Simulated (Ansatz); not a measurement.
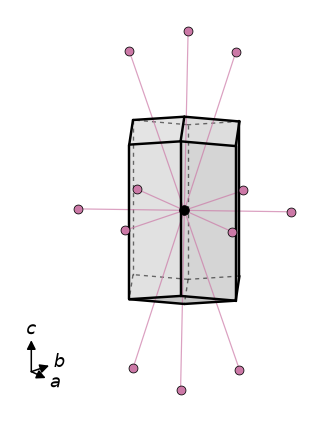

For Li₂BrF, the end point of a relaxation with DFT, PBE, plane waves, PAW in Ansatz 0.2.0; the starting structure was generated, so it need not be a known form of this composition: the Wigner–Seitz cell of the crystal's lattice, with lines to the lattice points that define its faces. All values are computed from the atomic coordinates in the standard setting (tolerance 0.002 Å).

a = 3.493 Å, b = 3.493 Å, c = 16.680 Å, α = 90.00°, β = 90.00°, γ = 120.00°; space group R-3m, No. 166, hexagonal axes.

> What is the cell's combinatorial type?

A rhombic dodecahedron: 12 faces (12 with 4 edges), 24 edges, 14 vertices. Its volume is that of the primitive cell, 58.7 Å³.

> Which lattice vectors do the faces bisect?

```json
{"example": "a", "length (Å)": "3.49", "faces": "6", "edges of each": "4", "area (Å²)": "10.5"}
{"example": "2/3 a + 1/3 b + 1/3 c", "length (Å)": "5.91", "faces": "6", "edges of each": "4", "area (Å²)": "3.7"}
```
